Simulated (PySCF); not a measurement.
C$_{6}$H$_{9}$FO$_{2}$, SMILES `CC(=C=O)OCC(C)F`.

PySCF calculation, BP86/cc-pVDZ, gas phase; geometry: GFN2-xTB. No frequency check shows the geometry to be a minimum.

Input

```python
import numpy as np
from pyscf import gto, scf, dft, lo
from pyscf.data.elements import chemcore

def solve(mol, dm0=None, hcore=None):
    mf = (dft.UKS if mol.spin else dft.RKS)(mol, xc='bp86')
    mf.grids.level = 3
    mf = mf.density_fit(auxbasis='def2-universal-jkfit')
    mf.conv_tol, mf.max_cycle = 1e-8, 80
    if hcore is not None:
        mf.get_hcore = lambda *args: hcore
    mf.kernel(dm0)
    if not mf.converged:
        mf = mf.newton().run(mf.mo_coeff, mf.mo_occ, max_cycle=30)
    assert mf.converged, 'SCF not converged'
    return mf

mol = gto.M(atom='''
C      2.60275    -1.51421     0.22937
C      1.63264    -0.37035     0.10425
C      2.04686     0.84150    -0.13064
O      2.49026     1.90933    -0.33991
O      0.30004    -0.73024     0.25551
C     -0.61483     0.32338     0.08729
C     -2.03018    -0.23936     0.20086
C     -3.05827     0.82703     0.54228
F     -2.37557    -0.81353    -1.00774
H      2.49955    -1.97328     1.21101
H      2.37879    -2.26341    -0.52785
H      3.62144    -1.16151     0.09975
H     -0.48694     0.79434    -0.89864
H     -0.45770     1.09085     0.86031
H     -2.03551    -1.05768     0.93129
H     -4.05499     0.39489     0.50807
H     -3.00626     1.64001    -0.17809
H     -2.87440     1.21691     1.53856
''', basis='cc-pvdz', charge=0, spin=0, verbose=4)
mf = solve(mol)
occ_all = mf.mo_coeff[:, mf.mo_occ > 0]
occ = occ_all[:, chemcore(mol):]
bo = lo.Boys(mol, occ)
loc = bo.kernel()
for _ in range(5):
    new, stable = bo.stability(return_status=True)
    if stable:
        break
    loc = bo.kernel(new)
fock, s = mf.get_fock(), mf.get_ovlp()
ortho = lo.orth_ao(mol, 'meta_lowdin')
labels = mol.ao_labels(fmt=None)
vir = loc[:, :0]
both = np.hstack([loc, vir])
p = (ortho.T @ s @ both) ** 2
pop = np.array([p[[l[0] == a for l in labels]].sum(0) for a in range(mol.natm)])
spd = np.array([[p[[l[0] == a and l[2][-1] == k for l in labels]].sum(0) for k in 'spd'] for a in range(mol.natm)])
eps = np.einsum('pi,pq,qi->i', both, fock, both)
for i in np.argsort(eps):
    top = np.argsort(-pop[:, i])[:3]
    print('%3d %s %9.4f Eh ' % (i + 1, 'occ' if i < loc.shape[1] else 'vir', eps[i]), '  '.join('%s%d %.3f' % (mol.atom_symbol(a), a + 1, pop[a, i]) for a in top))
np.savez('result.npz', c=both, nocc=loc.shape[1], pop=pop, spd=spd, eps=eps, e=mf.e_tot)
```

Run with:

```sh
OMP_NUM_THREADS=1 python input.py
```

The run took 2 min on 1 thread of Intel(R) Xeon(R) Processor @ 2.50GHz (Skylake/Cascade Lake), with other jobs on the host, peak memory 0.64 GiB.

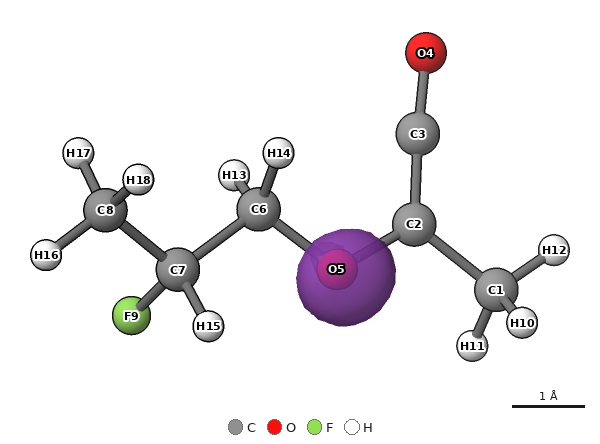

Foster–Boys orbitals, occupied; each surface holds about 70 % of the orbital's density. Energies are diagonal elements of the Fock matrix.

What does this orbital represent?

Answer. Lone pair on O5 (sp2.4-type) (O5 94 %; −11.6 eV).
